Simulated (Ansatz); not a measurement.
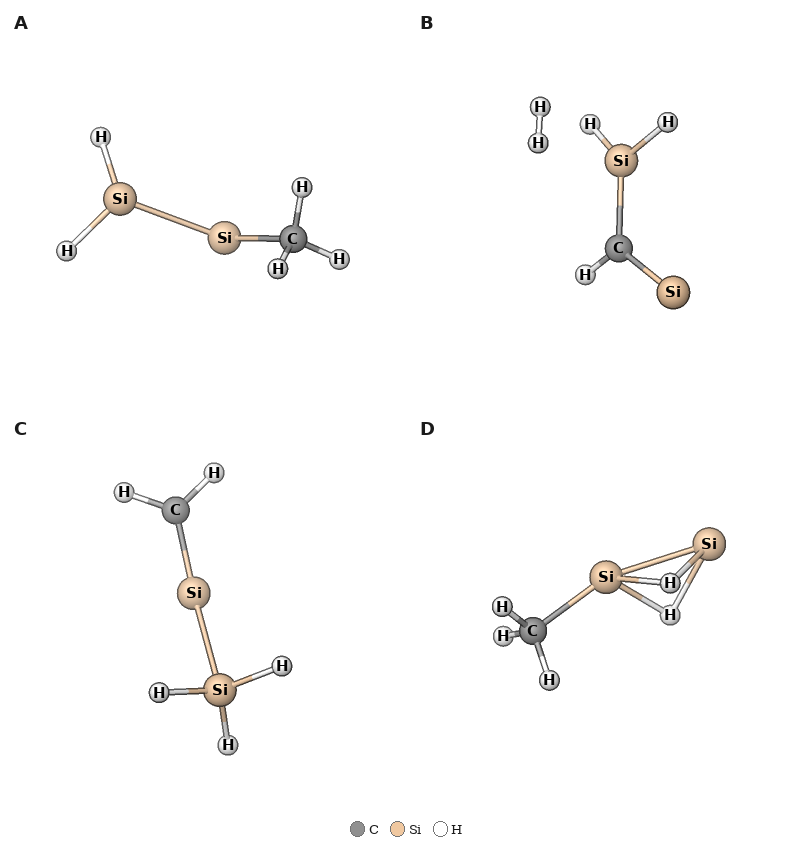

4 stationary structures of one formula. Charge +1, singlet. Geometries: PBE0-D4/def2-TZVP. Electronic energies: RHF-CCSD(T) (frozen core)/def2-TZVPP (Ansatz 0.2.0), without zero-point energy. No frequency run is at hand to confirm each as a minimum. Each is one conformer, not always the lowest.

**Which structure is the most stable?**

D is lowest; A lies 55.1 kJ/mol above it (Cs), C lies 97.2 kJ/mol above it (Cs), B lies 113.0 kJ/mol above it (C1).
